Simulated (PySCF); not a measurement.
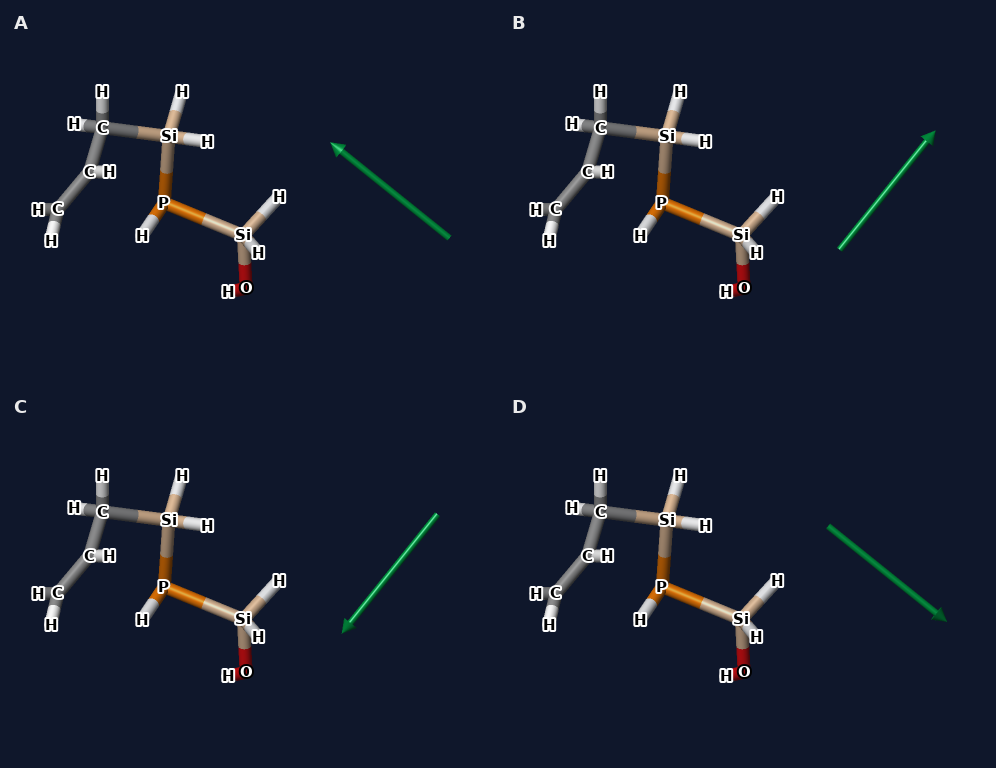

The same molecule four times, each with an arrow. The computed structure is the end point of a GFN2-xTB optimisation. No frequency run is at hand to confirm it as a minimum. Properties computed with B3LYP/def2-SVPD, gas phase (PySCF 2.14.0).

### Which arrow points along the dipole moment, from the negative to the positive end?

A. The dipole moment is 1.21 D.

The geometry is semi-empirical. Around P, Si such bond lengths and angles can be off by a tenth of an ångström or more and by several degrees, and values that hang on the shape move with them.
